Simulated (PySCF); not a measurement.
## NMR shielding calculation, with input and output: C3H7ClO2Si

C3H7ClO2Si, computed with GIAO PBE0/pcSseg-1 NMR shielding, non-relativistic, IEF-PCM chloroform (PySCF 2.14.0).

The geometry comes from this level: PBE0-D3(BJ)/def2-SVP. It belongs to a series of runs on one base structure; here: solvent chloroform. Figures and captions count atoms from 1; the log counts them from 0 in places.

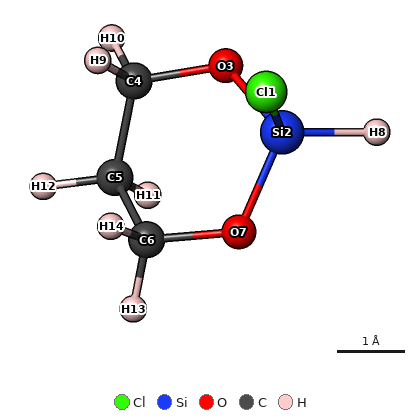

The structure as given in the input (ball-and-stick view, seen at a tilt; atoms are numbered from 1 in the order of the input). Bond lengths as drawn: Cl–Si 2.07 Å, C–C 1.52 Å, C–H 1.10 to 1.11 Å, C–O 1.42 Å, H–Si 1.47 Å and O–Si 1.65 Å.

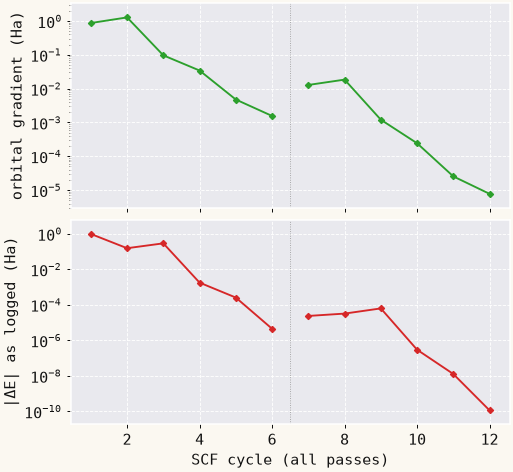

Convergence of the self-consistent field: orbital gradient and size of the energy change against the SCF cycle. The dotted line marks the change from a coarse to the final integration grid. The first 6 cycles use a coarse grid, the final grid takes over at cycle 7, and the field converges after 12 cycles in all.

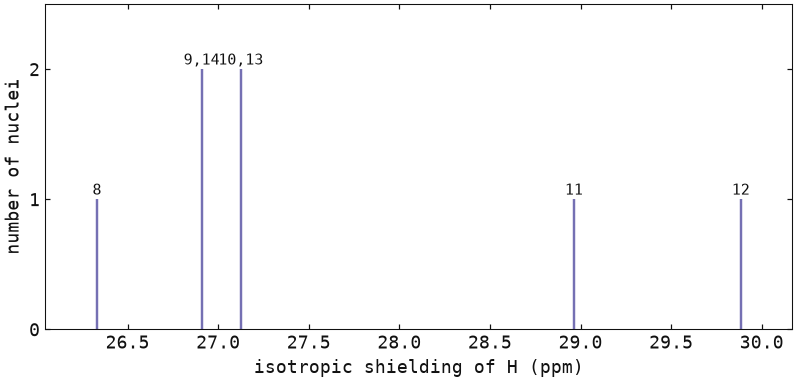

Isotropic shieldings of the hydrogen nuclei in this fixed geometry, labelled by atom number; shielding grows to the right, so chemical shift grows to the left. The least shielded is H8 (26.3 ppm), the most shielded H12 (29.9 ppm).

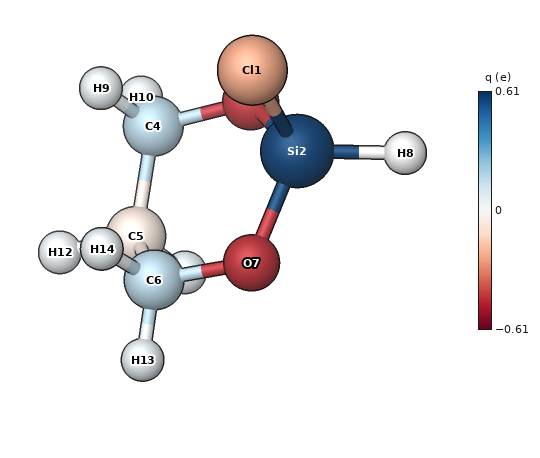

ESP-fitted charges, as the colour of each atom (ball-and-stick view, seen at a tilt; atoms are numbered from 1 in the order of the input). By element: Cl −0.22, Si +0.58, O −0.45, C −0.06 to +0.17 and H 0.00 to +0.07 e.

These pictures come from the run below.

**Input**
```
{"job": {"kind": "nmr", "xc": "PBE0", "basis": "pcSseg-1", "solvent": "chloroform", "pop": true}, "charge": 0, "multiplicity": 1}
Cl     2.756647     0.712040     1.408127
Si     1.819439    -0.229683    -0.173897
O      0.923342     0.878751    -1.005794
C     -0.372540     1.204688    -0.533686
C     -1.187746    -0.042490    -0.219001
C     -0.525718    -0.923159     0.832205
O      0.763548    -1.348310     0.424113
H      2.828382    -0.857743    -1.041301
H     -0.290073     1.842715     0.367391
H     -0.867236     1.804683    -1.312777
H     -1.319557    -0.627901    -1.144304
H     -2.191809     0.251998     0.127333
H     -1.128271    -1.825790     1.016030
H     -0.450606    -0.379374     1.793626
```

The first line tells a small driver script what to run in PySCF; the rest is the geometry in Å.

Launch command:
```bash
OMP_NUM_THREADS=1 python <driver script> task.json out
```

**The program's output**
```
coarse grid: 13024 points
cycle   1  E = -1017.9755107684  dE =  9.654e-01  |g| = 8.686e-01  |ddm| = 3.387e+00
cycle   2  E = -1017.8236255849  dE =  1.519e-01  |g| = 1.273e+00  |ddm| = 1.511e+00
cycle   3  E = -1018.1092525153  dE = -2.856e-01  |g| = 9.630e-02  |ddm| = 9.706e-01
cycle   4  E = -1018.1109986468  dE = -1.746e-03  |g| = 3.422e-02  |ddm| = 1.115e-01
cycle   5  E = -1018.1112503406  dE = -2.517e-04  |g| = 4.753e-03  |ddm| = 3.438e-02
cycle   6  E = -1018.1112547477  dE = -4.407e-06  |g| = 1.555e-03  |ddm| = 5.020e-03
final grid: 117320 points
cycle   7  E = -1018.1726544056  dE = -2.325e-05  |g| = 1.282e-02  |ddm| = 2.192e-02
cycle   8  E = -1018.1726229109  dE =  3.149e-05  |g| = 1.843e-02  |ddm| = 1.888e-02
cycle   9  E = -1018.1726846391  dE = -6.173e-05  |g| = 1.204e-03  |ddm| = 1.150e-02
cycle  10  E = -1018.1726849303  dE = -2.912e-07  |g| = 2.424e-04  |ddm| = 1.080e-03
cycle  11  E = -1018.1726849428  dE = -1.246e-08  |g| = 2.540e-05  |ddm| = 2.077e-04
cycle  12  E = -1018.1726849429  dE = -1.112e-10  |g| = 7.740e-06  |ddm| = 3.159e-05
converged SCF energy = -1018.1726849429

GIAO shielding tensors (ppm)
atom      isotropic    diamagn.    paramagn.     s11        s22        s33       span
  0 Cl     880.429    1148.744    -268.315    736.379    870.277   1034.633    298.254
  1 Si     382.878     878.846    -495.968    353.882    395.020    399.732     45.851
  2 O      261.399     396.608    -135.209    191.516    285.280    307.400    115.884
  3 C      118.581     244.890    -126.309     93.546    108.041    154.156     60.610
  4 C      150.645     250.521     -99.876    139.815    152.637    159.482     19.667
  5 C      118.552     244.863    -126.311     93.498    107.996    154.161     60.663
  6 O      261.362     396.642    -135.280    191.319    285.392    307.373    116.054
  7 H       26.331      27.093      -0.763     21.752     23.904     33.336     11.583
  8 H       26.908      30.243      -3.335     22.829     26.023     31.873      9.044
  9 H       27.125      28.494      -1.370     22.229     26.179     32.966     10.738
 10 H       28.963      30.602      -1.639     25.429     27.353     34.107      8.678
 11 H       29.884      29.898      -0.014     26.116     26.787     36.751     10.635
 12 H       27.125      28.527      -1.402     22.231     26.179     32.965     10.733
 13 H       26.909      30.258      -3.349     22.823     26.028     31.875      9.052
```

**Results in brief**

| quantity | value |
| --- | --- |
| outcome | converged |
| total energy | −1018.172685 hartree |
| HOMO | −8.32 eV |
| LUMO | 1.13 eV |
| dipole moment | 3.32 D |
| isotropic shielding, Cl | 880.4 ppm |
| isotropic shielding, Si | 382.9 ppm |
| isotropic shielding, O | 261.4 ppm |
| isotropic shielding, C | 118.6 to 150.6 ppm |
| isotropic shielding, H | 26.3 to 29.9 ppm |
| hardware | 1 CPU thread, shared host |
| wall time | 21 s |
| peak memory | 0.91 GiB |
